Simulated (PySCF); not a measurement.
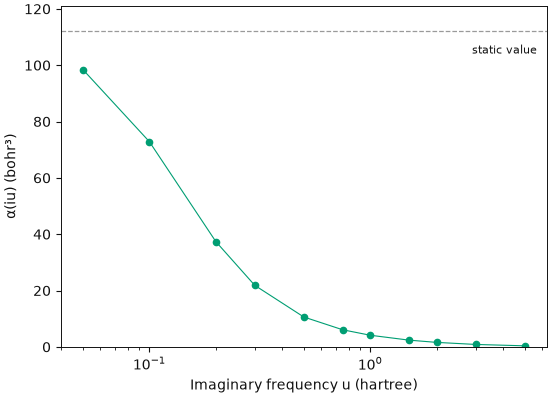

Dipole polarisability at imaginary frequency of the Ti atom ([Ar] 3d² 4s²). Coupled response at the wB97X-V level; PySCF, dyall-av2z, non-relativistic, unrestricted single determinants, no spin-orbit coupling.

Q: Give the static polarisability, its fall-off and C₆.

A: The static dipole polarisability is 112 bohr³ (the recommended value is 87.0); α(iu) falls to half of it near u = 0.14 hartree. The Casimir–Polder integral gives C₆ = 1340 hartree bohr⁶ for two such species.
